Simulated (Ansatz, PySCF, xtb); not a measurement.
C2H4 (SMILES C=C) and C2H6O (SMILES COC) are pulled apart as rigid monomers along the line of their centres of mass, from the B3LYP-D3(BJ)/def2-TZVP minimum. Starting geometry (charge 0, multiplicity 1):
```xyz
15

C     -0.44379     0.26335     0.86130
C      0.71426    -0.14896     0.36590
H     -0.82173    -0.10254     1.80829
H     -1.05552     0.98644     0.33428
H      1.09653     0.21701    -0.57962
H      1.32753    -0.87557     0.88562
C     -0.55886     1.03410     4.55665
O     -0.53542    -0.34035     4.23672
C      0.77244    -0.87043     4.24162
H      0.01590     1.62230     3.83007
H     -0.14859     1.21722     5.55821
H     -1.59880     1.35628     4.53402
H      1.41414    -0.35454     3.51637
H      0.69871    -1.92235     3.96976
H      1.23231    -0.78801     5.23498
```

Interaction energies with rigid monomers; basis-set methods are counterpoise corrected unless marked otherwise.

Frozen-core correlation. Rows in 6-31G* carry no dispersion term and start afresh at each structure (6-31G* with six Cartesian d functions).

Programs: Ansatz (a first-principles code); PySCF for 6-31G* rows, the dispersion terms; xtb for the GFN methods. Values without a source in brackets are computed.

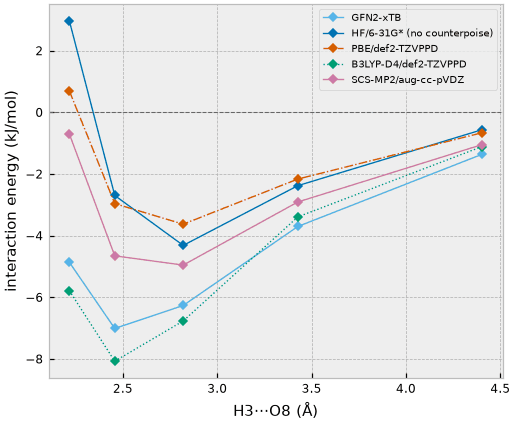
*Interaction energy against separation*

### Question
Which level binds most strongly at H3···O8 = 2.46, and by how much?

### Answer
B3LYP-D4/def2-TZVPPD, -8 kJ/mol.
